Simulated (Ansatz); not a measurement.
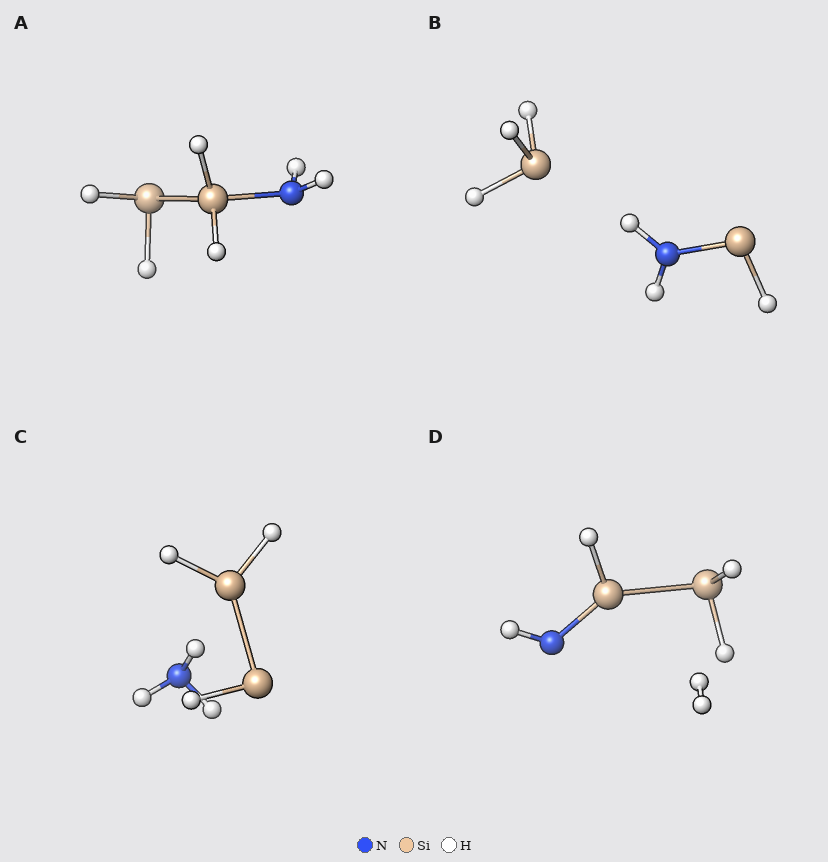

4 stationary structures of one formula. Charge −1, singlet. Geometries: PBE-D4/def2-SVPD. Electronic energies: PBE-D4/def2-SVPD (Ansatz 0.2.0), without zero-point energy. No frequency run is at hand to confirm each as a minimum. Each is one conformer, not always the lowest.

Which is lowest in energy, and by how much?

A is lowest; C lies 1.183 eV above it, B lies 1.470 eV above it, D lies 1.633 eV above it.
